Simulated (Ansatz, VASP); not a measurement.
# CdF2 in two plane-wave programs, part 2 of 2

Wanted: the spread between two codes on one cell, functional and k mesh.  Valence electrons are named where the data sets of a main pair hold unlike numbers.

VASP 6.6.1 and Ansatz 0.2.0.

So far: Starting point; Ansatz: band structure, r2SCAN0; VASP: band structure, r2SCAN0.

## Step 4: Side by side

Known differences besides the potentials themselves: exact exchange at q = 0 is treated differently, which shows on coarse meshes; VASP keeps PBE cores, Ansatz makes them for the functional; the data sets hold 34 valence electrons in Ansatz (on its default PAW (the set named soft_2) files) and 26 in VASP; the cutoff is 500 eV in Ansatz and 520 eV in VASP; VASP takes a coarser grid for exact exchange (PRECFOCK = Fast). Total energies have different zeros and are not compared.

Compared:

```
                     quantity  Ansatz   VASP  difference
gap over the path points (eV)   6.425  6.368      +0.058
```

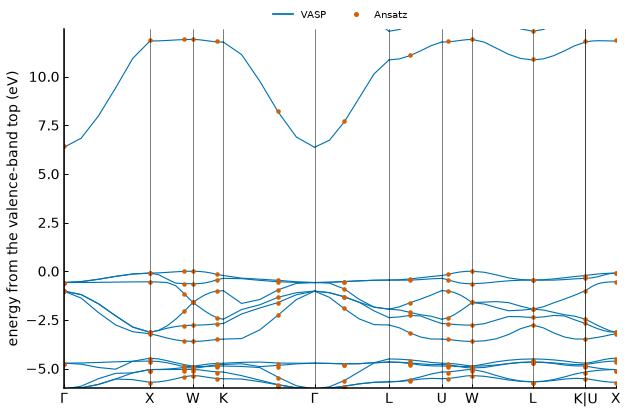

Bands from VASP (lines) and levels from Ansatz (dots). Dots without a line are higher empty bands that the VASP plot leaves out.

Levels at points of the path, from each program's valence-band top (eV; 4 filled, then empty):

```
k (reciprocal lattice)                               Ansatz                                 VASP
     0.000 0.000 0.000   -1.02 -0.59 -0.59 -0.59 6.42 16.37   -1.02 -0.58 -0.58 -0.58 6.37 16.35
     0.500 0.000 0.500  -3.12 -0.55 -0.10 -0.10 11.87 13.29  -3.13 -0.54 -0.10 -0.10 11.83 13.24
     0.500 0.200 0.700  -2.05 -1.16 -0.64 -0.01 11.94 14.53  -2.05 -1.16 -0.63 -0.01 11.90 14.52
     0.500 0.250 0.750   -1.60 -1.60 -0.65 0.00 11.95 14.50   -1.61 -1.61 -0.64 0.00 11.91 14.49
     0.400 0.350 0.750  -2.40 -1.02 -0.44 -0.17 11.82 14.26  -2.40 -1.02 -0.43 -0.17 11.78 14.25
     0.150 0.150 0.300   -1.34 -0.96 -0.55 -0.47 8.24 14.48   -1.34 -0.96 -0.54 -0.47 8.19 14.46
     0.200 0.200 0.200   -1.31 -0.92 -0.54 -0.54 7.72 14.77   -1.31 -0.91 -0.53 -0.53 7.67 14.75
     0.550 0.400 0.550  -2.11 -1.61 -0.46 -0.40 11.12 12.69  -2.12 -1.62 -0.46 -0.40 11.07 12.68
     0.600 0.250 0.650  -2.40 -1.02 -0.44 -0.17 11.82 14.26  -2.40 -1.02 -0.43 -0.17 11.78 14.25
     0.500 0.250 0.750   -1.60 -1.60 -0.65 0.00 11.95 14.50   -1.61 -1.61 -0.64 0.00 11.91 14.49
```

Among the levels compared at these points, filled levels agree within 15 meV and empty ones within 58 meV.

## Step 5: VASP: band structure, HSE06, spin-orbit coupling

Levels along a path test the potential and the projectors away from the mesh points.

The run reads the wave functions of an earlier VASP run, which isn't shown here.

The input, INCAR:

```
SYSTEM = CdF2
PREC = Accurate
ENCUT = 520
EDIFF = 1E-06
NELM = 100
ISMEAR = 0
SIGMA = 0.02
LREAL = .FALSE.
ALGO = Normal
LHFCALC = .TRUE.
AEXX = 0.25
GGA = PE
HFSCREEN = 0.2
LASPH = .TRUE.
LNONCOLLINEAR = .TRUE.
MAGMOM = 0 0 0 0 0 0 0 0 0
NBANDS = 38
GGA_COMPAT = .FALSE.
LSORBIT = .TRUE.
PRECFOCK = Fast
LORBIT = 11
LWAVE = .FALSE.
LCHARG = .FALSE.
KPAR = 4
```

The input, POSCAR:

```
CdF2
1.0
    0.0000000000      2.6940000000      2.6940000000
    2.6940000000      0.0000000000      2.6940000000
    2.6940000000      2.6940000000      0.0000000000
Cd F
1 2
Direct
    0.0000000000      0.0000000000      0.0000000000
    0.2500000000      0.2500000000      0.2500000000
    0.7500000000      0.7500000000      0.7500000000
```

The input, KPOINTS:

```
Automatic mesh
0
Gamma
5 5 5
0 0 0
```

The input, KPOINTS_OPT:

```
Line mode
6
Line-mode
Reciprocal
  0.00000000   0.00000000   0.00000000 GAMMA
  0.50000000   0.00000000   0.50000000 X

  0.50000000   0.00000000   0.50000000 X
  0.50000000   0.25000000   0.75000000 W

  0.50000000   0.25000000   0.75000000 W
  0.37500000   0.37500000   0.75000000 K

  0.37500000   0.37500000   0.75000000 K
  0.00000000   0.00000000   0.00000000 GAMMA

  0.00000000   0.00000000   0.00000000 GAMMA
  0.50000000   0.50000000   0.50000000 L

  0.50000000   0.50000000   0.50000000 L
  0.62500000   0.25000000   0.62500000 U

  0.62500000   0.25000000   0.62500000 U
  0.50000000   0.25000000   0.75000000 W

  0.50000000   0.25000000   0.75000000 W
  0.50000000   0.50000000   0.50000000 L

  0.50000000   0.50000000   0.50000000 L
  0.37500000   0.37500000   0.75000000 K

  0.62500000   0.25000000   0.62500000 U
  0.50000000   0.00000000   0.50000000 X
```

PAW data sets: Cd and F (PBE family, release 64).

Started as:

```console
$ mpirun -np 4 vasp_ncl
```

Numbers of over 12 decimals in the logs are rounded to 6 here.

The log of the run:

```text
[banner, memory and clock lines left out]
running    4 mpi-ranks, on    1 nodes
[...]
LDA part: xc-table for (Slater+PW92), standard interpolation
 found WAVECAR, reading the header
 POSCAR, INCAR and KPOINTS ok, starting setup
[...]
reading WAVECAR
 the WAVECAR file was read successfully
 initial charge from wavefunction
 entering main loop
       N       E                     dE             d eps       ncg     rms          rms(c)
DAV:   1    -0.144160371183E+02   -0.14416E+02   -0.38368E-01   760   0.660E+00    0.103E+00
DAV:   2    -0.144139715184E+02    0.20656E-02   -0.36497E-02   766   0.175E+00    0.772E-01
DAV:   3    -0.144112939730E+02    0.26775E-02   -0.93816E-03   814   0.979E-01    0.478E-01
DAV:   4    -0.144110101050E+02    0.28387E-03   -0.55501E-04   790   0.317E-01    0.288E-01
DAV:   5    -0.144108258001E+02    0.18430E-03   -0.16757E-04   796   0.173E-01    0.172E-01
DAV:   6    -0.144107785619E+02    0.47238E-04   -0.34272E-05   772   0.660E-02    0.102E-01
DAV:   7    -0.144107624756E+02    0.16086E-04   -0.65706E-06   772   0.377E-02    0.616E-02
DAV:   8    -0.144107582779E+02    0.41977E-05   -0.40405E-06   784   0.246E-02    0.385E-02
DAV:   9    -0.144107573491E+02    0.92886E-06   -0.90875E-07   546   0.122E-02
   1 F= -.14410757E+02 E0= -.14410757E+02  d E =-.231278E-14  mag=     0.0000    -0.0000     0.0000
 Start KPOINTS_OPT (optional k-point list driver)
k-point batch [1-10\60]
       N       E                     dE             ncg
DAV:   1     0.507659971922E+03   -0.57577E+04      760
DAV:   2    -0.213377274986E+04   -0.26414E+04      820
DAV:   3    -0.230848165660E+04   -0.17471E+03      838
DAV:   4    -0.231108198643E+04   -0.26003E+01      850
DAV:   5    -0.231109458493E+04   -0.12598E-01      844
DAV:   6    -0.231109463601E+04   -0.51081E-04      826
DAV:   7    -0.231109463623E+04   -0.22223E-06      554
[...]
k-point batch [51-60\60]
       N       E                     dE             ncg
DAV:   1     0.501717878524E+03   -0.87010E+04      768
DAV:   2    -0.215105825236E+04   -0.26528E+04      826
DAV:   3    -0.232463972315E+04   -0.17358E+03      838
DAV:   4    -0.232723200373E+04   -0.25923E+01      850
DAV:   5    -0.232724405207E+04   -0.12048E-01      844
DAV:   6    -0.232724410272E+04   -0.50652E-04      844
DAV:   7    -0.232724410294E+04   -0.21670E-06      552
```

Parts of OUTCAR (step 5):

```text
 POSITION                                       TOTAL-FORCE (eV/Angst)
 -----------------------------------------------------------------------------------
      0.00000      0.00000      0.00000         0.000000      0.000000      0.000000
      1.34700      1.34700      1.34700        -0.000000     -0.000000     -0.000000
      4.04100      4.04100      4.04100         0.000000      0.000000     -0.000000
 -----------------------------------------------------------------------------------
    total drift:                               -0.000064     -0.000015      0.000004

  FREE ENERGIE OF THE ION-ELECTRON SYSTEM (eV)
  ---------------------------------------------------
  free  energy   TOTEN  =       -14.4107573491 eV

  energy  without entropy=      -14.4107573491  energy(sigma->0) =      -14.41075735

 magnetization (x)
# of ion       s       p       d       tot
------------------------------------------
    1       -0.000   0.000   0.000   0.000
    2        0.000  -0.000   0.000  -0.000
    3        0.000  -0.000   0.000  -0.000
--------------------------------------------------
tot          0.000  -0.000   0.000  -0.000

 magnetization (y)
# of ion       s       p       d       tot
------------------------------------------
    1       -0.000   0.000   0.000  -0.000
    2        0.000  -0.000   0.000  -0.000
    3        0.000   0.000   0.000   0.000
--------------------------------------------------
tot          0.000  -0.000   0.000  -0.000

 magnetization (z)
# of ion       s       p       d       tot
------------------------------------------
    1        0.000  -0.000  -0.000  -0.000
    2        0.000  -0.000   0.000  -0.000
    3       -0.000  -0.000   0.000  -0.000
--------------------------------------------------
tot         -0.000  -0.000  -0.000  -0.000

[... 1 part as in an earlier step ...]

[... 2 further parts left out ...]
[key lines of the parts left out:]
E-fermi :  -2.8545
```

## Step 6: Ansatz: band structure, HSE06, spin-orbit coupling

The same cell, functional, mesh and smearing now go to Ansatz, which takes its cutoff from its data sets.

The input, input.yaml:

```yaml
crystal:
  lattice:
    - [0.0, 2.694, 2.694]
    - [2.694, 0.0, 2.694]
    - [2.694, 2.694, 0.0]
  atoms:
    - { symbol: Cd, position: [0.0, 0.0, 0.0] }
    - { symbol: F, position: [0.25, 0.25, 0.25] }
    - { symbol: F, position: [0.75, 0.75, 0.75] }
hamiltonian:
  xc: { exchange: pbe, correlation: pbe, exx: { coeff: 0.25, omega: 0.2 } }
  pseudopotentials: { kind: paw_fr }
magnetization:
  noncollinear: true
  spin_orbit: true
kpoints:
  mp_grid: { grid: [5, 5, 5] }
  band_path:
    path:
      - [0.0, 0.0, 0.0]
      - [0.5, 0.0, 0.5]
      - [0.5, 0.2, 0.7]
      - [0.5, 0.25, 0.75]
      - [0.4, 0.35, 0.75]
      - [0.15, 0.15, 0.3]
      - [0.2, 0.2, 0.2]
      - [0.55, 0.4, 0.55]
      - [0.6, 0.25, 0.65]
      - [0.5, 0.25, 0.75]
      - [0.5, 0.5, 0.5]
      - [0.375, 0.375, 0.75]
      - [0.5, 0.0, 0.5]
    npoints: 1
scf:
  occupations: { method: gaussian, width: 0.02 }
  n_extra_bands: 14
output:
  forces: true
  stress: true
  eigenvalues: true
```

Started as:

```console
$ ansatz run input.yaml --threads 4 --pin off --max-ram 9216MiB --backend cpu --events-out ev --progress --plain --runs-dir out
```

The log of the run:

```text
[...]
non-collinear run that drives no moment, with spin-orbit: no starting moment large enough to seed its density (crystal.atoms[].spin), no starting occupations that ask for one, no magnetisation constraint and no magnetic field, so the semilocal B_xc is pinned to zero
Crystal: 3 atoms, lattice volume = 39.104 Å³
[...]
k-point 0: bands = [... 30 lower, 4.2713, 4.2713, 4.3769, 4.3769, 10.1115, 10.1115, 19.4877, 19.4877, ... 10 higher]
  k-point 1: bands = [... 30 lower, 4.3124, 4.3124, 4.4012, 4.4012, 11.3995, 11.3995, 18.3901, 18.3901, ... 10 higher]
  k-point 2: bands = [... 30 lower, 4.3690, 4.3690, 4.4794, 4.4794, 13.7882, 13.7882, 16.6382, 16.6382, ... 10 higher]
  k-point 9: bands = [... 30 lower, 4.2844, 4.2844, 4.7948, 4.7948, 15.0133, 15.0133, 17.4793, 17.4793, ... 10 higher]
[key lines of the parts left out:]
Magnetization: |M| = 0.0000 μB,  M = (+0.0000, +0.0000, +0.0000) μB
Free energy (F): -9874.699142 eV
Fermi energy:    7.453329 eV
P = ⅓ Tr σ = 1.7547 GPa (17.547 kbar)
```

The job ended after 3 min (4 threads of Arm Neoverse N1, shared host; peak memory 1.1 GiB).

## Step 7: Comparison

What differs besides the data sets and the points named for the pairs above, as far as they apply: spin-orbit coupling enters by fully relativistic files in Ansatz and inside the spheres in VASP; the data sets hold 34 valence electrons in Ansatz (on its fully relativistic PAW (standard-fr) files) and 26 in VASP; the cutoff is 420 eV in Ansatz and 520 eV in VASP. Total energies have different zeros and are not compared.

Compared:

```
                     quantity  Ansatz   VASP  difference
gap over the path points (eV)   5.227  5.183      +0.044
```

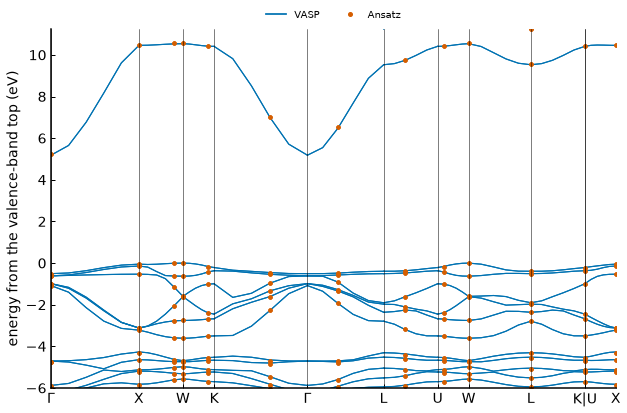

Bands from VASP (lines) and levels from Ansatz (dots). Dots without a line are higher empty bands that the VASP plot leaves out.

Levels at points of the path, from each program's valence-band top (eV; 8 filled, then empty):

```
k (reciprocal lattice)                                                                   Ansatz                                                                     VASP
     0.000 0.000 0.000    -0.99 -0.99 -0.61 -0.61 -0.61 -0.61 -0.51 -0.51 5.23 5.23 14.60 14.60    -0.98 -0.98 -0.61 -0.61 -0.61 -0.61 -0.51 -0.51 5.18 5.18 14.63 14.63
     0.500 0.000 0.500  -3.11 -3.11 -0.55 -0.55 -0.14 -0.14 -0.05 -0.05 10.48 10.48 11.92 11.92  -3.12 -3.12 -0.53 -0.53 -0.14 -0.14 -0.05 -0.05 10.46 10.46 11.89 11.89
     0.500 0.200 0.700  -2.04 -2.04 -1.16 -1.16 -0.64 -0.64 -0.01 -0.01 10.55 10.55 13.35 13.35  -2.04 -2.04 -1.16 -1.16 -0.62 -0.62 -0.01 -0.01 10.53 10.53 13.33 13.33
     0.500 0.250 0.750    -1.61 -1.61 -1.60 -1.60 -0.64 -0.64 0.00 0.00 10.56 10.56 13.56 13.56    -1.61 -1.61 -1.60 -1.60 -0.63 -0.63 0.00 0.00 10.54 10.54 13.57 13.57
     0.400 0.350 0.750  -2.38 -2.38 -1.02 -1.02 -0.43 -0.43 -0.16 -0.16 10.44 10.44 13.07 13.07  -2.39 -2.39 -1.01 -1.01 -0.43 -0.43 -0.16 -0.16 10.42 10.42 13.06 13.06
     0.150 0.150 0.300    -1.33 -1.33 -0.96 -0.96 -0.54 -0.54 -0.46 -0.46 7.02 7.02 13.25 13.25    -1.33 -1.33 -0.96 -0.96 -0.54 -0.54 -0.45 -0.45 6.99 6.99 13.25 13.25
     0.200 0.200 0.200    -1.28 -1.28 -0.91 -0.91 -0.57 -0.57 -0.48 -0.48 6.51 6.51 13.51 13.51    -1.27 -1.27 -0.91 -0.91 -0.57 -0.57 -0.48 -0.48 6.48 6.48 13.51 13.51
     0.550 0.400 0.550    -2.10 -2.10 -1.61 -1.61 -0.48 -0.48 -0.37 -0.37 9.77 9.77 11.61 11.61    -2.10 -2.10 -1.61 -1.61 -0.47 -0.47 -0.37 -0.37 9.74 9.74 11.61 11.61
     0.600 0.250 0.650  -2.38 -2.38 -1.02 -1.02 -0.43 -0.43 -0.16 -0.16 10.44 10.44 13.07 13.07  -2.39 -2.39 -1.01 -1.01 -0.43 -0.43 -0.16 -0.16 10.42 10.42 13.06 13.06
     0.500 0.250 0.750    -1.61 -1.61 -1.60 -1.60 -0.64 -0.64 0.00 0.00 10.56 10.56 13.56 13.56    -1.61 -1.61 -1.60 -1.60 -0.63 -0.63 0.00 0.00 10.54 10.54 13.57 13.57
```

Among the levels compared at these points, filled levels agree within 15 meV and empty ones within 44 meV.

## Step 8: Summary of results

```
largest difference of a filled level at the path points (band structure, r2SCAN0)                    : 15 meV
difference in gap over the path points (band structure, r2SCAN0)                                     : 0.058 eV
largest difference of a filled level at the path points (band structure, HSE06, spin-orbit coupling) : 15 meV
difference in gap over the path points (band structure, HSE06, spin-orbit coupling)                  : 0.044 eV
```

The difference in gap over the path points is 0.058 eV (band structure, r2SCAN0), within the 0.08 eV picked in this series as the mark of a large difference. The data sets hold unlike numbers of valence electrons (34 in Ansatz and 26 in VASP), so part of the differences comes from the potentials. Such differences can come from data sets, numerical settings and the points named under the comparisons, not from the functional's error against experiment.

[Lines on the potential files, build, host, timing and source positions are cut from VASP's logs without a mark.]

[Logs are printed without paths, hosts, clocks, repeated set-up lines and the standing remarks that a program may print on its own settings, such as how far it seeks lower states.]

[Hosts, paths, dates, database ids (printed as entryN), source tags and the programs' standing remarks are cut or masked in the printed files.]
